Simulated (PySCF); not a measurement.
# InPH3F3 (SMILES F[P+](F)(F)[InH3-]): levels of theory compared

Wanted: a comparison of 3 runs (HF/def2-TZVP, TPSS/3-21G, CAM-B3LYP/def2-SVPD) of InPH3F3. 

Program for the calculation: PySCF 2.14.0.

### 1 The molecule

InPH3F3 has 8 atoms, charge 0, and is taken as a singlet. SMILES: `F[P+](F)(F)[InH3-]`. The shape comes from GFN2-xTB, which is rough for such elements, and wasn't checked as a minimum.

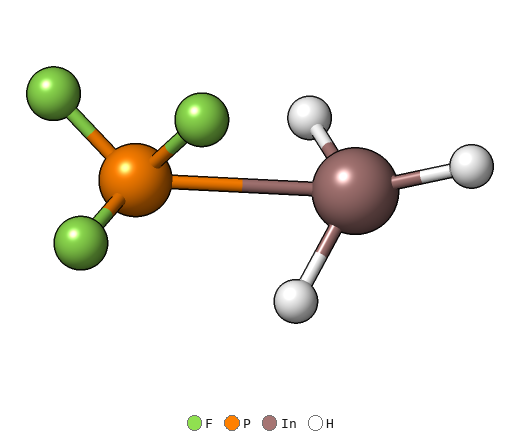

The structure, seen from a chosen angle (fluorine green, phosphorus orange, indium brown, hydrogen white).

### 2 Energy and forces at HF/def2-TZVP (core potential) (run 1)

Input file geometry.xyz:

```xyz
8
F3H3InP
F      1.539300    -1.362420     1.771340
P      0.243320    -1.013430     0.911930
F      0.160640    -2.451410     0.240530
F      1.163470    -0.441580    -0.301480
In    -0.709740     1.284520    -0.667940
H     -0.210730     1.787530     0.894580
H     -0.558030     2.358390    -2.006410
H     -1.628230    -0.161610    -0.842550
```

Input file calc.py:

```python
# F[P+](F)(F)[InH3-]
import pyscf.grad
from pyscf import gto, scf

mol = gto.M(
    atom='geometry.xyz',
    verbose=4,
    basis='def2-tzvp',
    spin=0,
    charge=0,
    ecp={'In': 'def2-svp'},
    max_memory=1860,
)

hf = scf.RHF(mol)
hf.conv_tol = 1e-10
hf.kernel()
if not hf.converged:
    hf = hf.newton().run(hf.mo_coeff, hf.mo_occ)

e_final = hf.e_tot
print('E(%s) = %.9f' % ('HF', e_final))
grad = hf.Gradients().kernel()
hf.analyze()
```

Command:

```
$ OMP_NUM_THREADS=1 python calc.py
```

Standard output:

```text
PySCF version 2.14.0

[... 110 lines left out ...]
MO #23  energy= -0.787564325817837 occ= 2
[... 34 lines left out ...]
MO #58  energy= 0.568936066152705  occ= 0
[... 34 lines left out ...]
MO #93  energy= 1.54065916438052   occ= 0
[... 34 lines left out ...]
MO #128 energy= 2.79731056887289   occ= 0
[... 34 lines left out ...]
MO #163 energy= 7.34870247041623   occ= 0
[... 34 lines left out ...]
MO #198 energy= 125.671649875856   occ= 0
[... 209 lines left out ...]
Dipole moment(X, Y, Z, Debye): -1.33866,  0.63698,  0.73401
```

Wall time 4 min (1 thread of Intel Xeon at 2.50GHz (Skylake/Cascade Lake), shared host); peak memory 1.6 GiB.

### 3 Energy and forces at TPSS/3-21G (run 2)

Input file input.py:

```python
# F[P+](F)(F)[InH3-]
import pyscf.grad
from pyscf import gto, dft

mol = gto.M(
    atom='''
F    1.539300  -1.362420   1.771340
P    0.243320  -1.013430   0.911930
F    0.160640  -2.451410   0.240530
F    1.163470  -0.441580  -0.301480
In  -0.709740   1.284520  -0.667940
H   -0.210730   1.787530   0.894580
H   -0.558030   2.358390  -2.006410
H   -1.628230  -0.161610  -0.842550
''',
    basis='3-21g',
    verbose=3,
    max_memory=1860,
)

myscf = dft.RKS(mol, xc='tpss')
myscf.grids.level = 5
myscf.conv_tol = 1e-10
myscf.kernel()
if not myscf.converged:
    myscf = myscf.newton().run(myscf.mo_coeff, myscf.mo_occ)

etot = myscf.e_tot
print('Final energy', etot)
grad = myscf.Gradients().kernel()
myscf.analyze()
```

Command:

```
$ OMP_NUM_THREADS=1 python input.py
```

Standard output:

```text
converged SCF energy = -6356.2384033326
[... 21 lines left out ...]
MO #12  energy= -23.1007951810282  occ= 2
[... 12 lines left out ...]
MO #25  energy= -2.76632338091349  occ= 2
[... 12 lines left out ...]
MO #38  energy= -0.473615133140951 occ= 2
[... 12 lines left out ...]
MO #51  energy= 0.0277953785946501 occ= 0
[... 12 lines left out ...]
MO #64  energy= 1.10315023436787   occ= 0
[... 12 lines left out ...]
MO #77  energy= 3.83077004270482   occ= 0
[... 9 lines left out ...]
Dipole moment(X, Y, Z, Debye): -0.88323,  0.16360,  0.83108
```

Run time: 71 s. Hardware: 1 thread of Intel Xeon at 2.50GHz (Skylake/Cascade Lake), shared host; peak memory 0.76 GiB.

### 4 Energy and gradient at CAM-B3LYP/def2-SVPD (core potential) (run 3)

Input file input.py:

```python
import pyscf.grad
from pyscf import gto, dft

mol = gto.M(
    atom='''
F    1.539300  -1.362420   1.771340
P    0.243320  -1.013430   0.911930
F    0.160640  -2.451410   0.240530
F    1.163470  -0.441580  -0.301480
In  -0.709740   1.284520  -0.667940
H   -0.210730   1.787530   0.894580
H   -0.558030   2.358390  -2.006410
H   -1.628230  -0.161610  -0.842550
''',
    ecp={'In': 'def2-svp'},
    verbose=4,
    charge=0,
    max_memory=1860,
    spin=0,
    basis='def2-svpd',
)

calc0 = dft.RKS(mol, xc='cam-b3lyp')
calc0.conv_tol = 1e-10
calc0.grids.level = 5
calc0.kernel()
if not calc0.converged:
    calc0 = calc0.newton().run(calc0.mo_coeff, calc0.mo_occ)

e_final = calc0.e_tot
print(f'total energy: {e_final:.8f} hartree')
grad = calc0.Gradients().kernel()
calc0.analyze()
```

Command:

```
$ OMP_NUM_THREADS=1 python input.py
```

Standard output:

```text
PySCF version 2.14.0

[... 118 lines left out ...]
MO #14  energy= -1.30073299712457  occ= 2
[... 26 lines left out ...]
MO #41  energy= 0.089792617908165  occ= 0
[... 26 lines left out ...]
MO #68  energy= 0.370684772806219  occ= 0
[... 26 lines left out ...]
MO #95  energy= 0.837798968644044  occ= 0
[... 26 lines left out ...]
MO #122 energy= 1.86088262981937   occ= 0
[... 26 lines left out ...]
MO #149 energy= 60.8944185016246   occ= 0
[... 160 lines left out ...]
Dipole moment(X, Y, Z, Debye): -1.27613,  0.69597,  0.57833
```

Run time: 5.7 min. Hardware: 1 thread of Intel Xeon at 2.50GHz (Skylake/Cascade Lake), shared host; peak memory 1.7 GiB.

### 5 The series

```tsv
run	level	core potential	integration grid	energy (Eh)	dipole moment (D)	HOMO energy (eV)	LUMO energy (eV)	wall time
1	HF/def2-TZVP (core potential)	def2-svp	–	-830.201956	1.65	-10.87	0.80	4 min
2	TPSS/3-21G	–	5	-6356.238403	1.22	-6.89	-2.10	71 s
3	CAM-B3LYP/def2-SVPD (core potential)	def2-svp	5	-832.448469	1.56	-9.41	-0.98	5.7 min
```

### 6 Summary of results

```
                       quantity          value
            run 3: total energy  -832.44847 Eh
           run 3: dipole moment         1.56 D
             run 3: HOMO energy       -9.41 eV
             run 3: LUMO energy       -0.98 eV
           run 3: HOMO–LUMO gap        8.43 eV
run 3: largest force on an atom     1.359 eV/Å
```

**Reading.** The dipole moment (its size) runs from 1.22 D (TPSS/3-21G) to 1.65 D (HF/def2-TZVP). The two ends differ in method and basis and core potential. The HOMO–LUMO gap runs from 4.79 eV (TPSS/3-21G) to 11.67 eV (HF/def2-TZVP). Totals of different functionals can't be ranked against each other. Some runs of one species differ in core potentials or relativity; totals across that change don't compare. In run 2 relativity is left out where basis or elements ask for it. All runs together took 11 min, the longest 5.7 min.
